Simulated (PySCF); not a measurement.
```csv
atom,x (Å),y (Å),z (Å)
F,-0.6415,-0.2154,-1.1662
C,-0.0793,0.0008,0.0066
F,-0.4777,1.1732,0.4591
F,-0.4746,-0.9352,0.8464
Cl,1.6730,-0.0233,-0.1459
```

Geometry: PBE0-D3(BJ)/def2-SVP.

Method: B3LYP/def2-SVPD, SCF density, gas phase in PySCF.

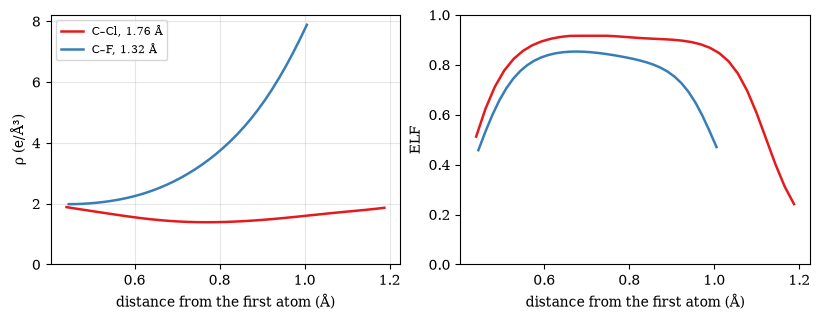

CClF3 (SMILES FC(F)(F)Cl). Electron density and electron localisation function along straight lines between neighbouring atoms. The curves leave out the atomic cores.

> What can be read from the curves?

C–Cl (1.76 Å): ρ is about 1.4 e/Å³ halfway; the ELF peaks at about 0.90 between the atoms; a covalent bond.
C–F (1.32 Å): ρ at the midpoint is about 2.5 e/Å³; the ELF peaks at about 0.85 between the atoms, as expected for a polar covalent bond.
